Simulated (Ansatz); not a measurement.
```xyz
4

F    -0.9444    0.4121    0.1057
F     1.2178    1.1243   -1.1625
F     0.0696   -1.1479   -1.7189
Si    0.4387   -0.1337   -0.5199
```

Geometry: B3LYP-D3(BJ)/def2-SVP.

Computed with Ansatz, isolated molecule in a Gaussian basis; Kohn-Sham density functional theory, functional PBE0.

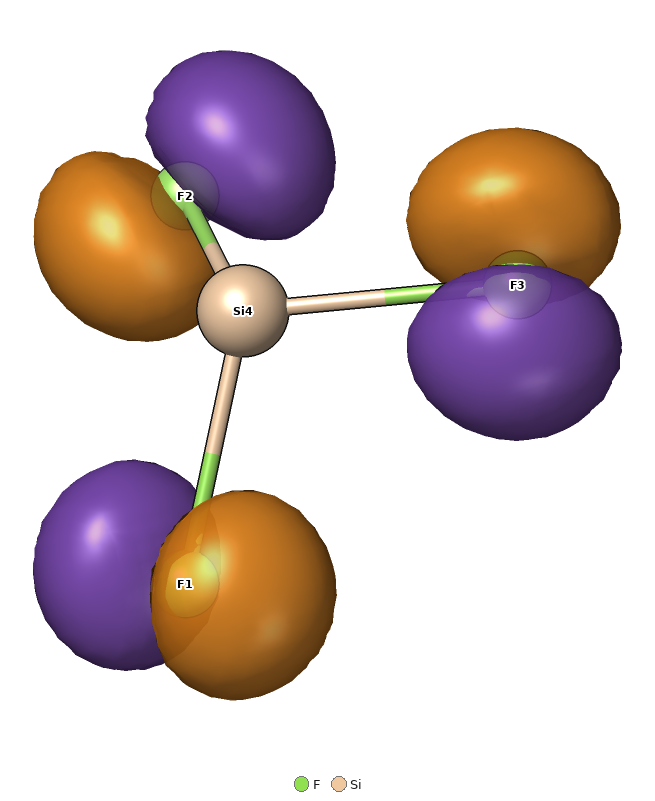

F3Si (SMILES F[Si](F)F) (doublet). One frontier orbital at ±0.2 Å⁻³ᐟ² (orange and purple are the two phases), seen at a tilt.

Q: Which orbital is it: HOMO (β) or LUMO (β)?

A: The HOMO (β), at −12.39 eV. It lies mainly on F1 (about 30 %), F2 (about 30 %) and F3 (about 30 %); largely a combination of lone pairs on F1, F2 and F3.
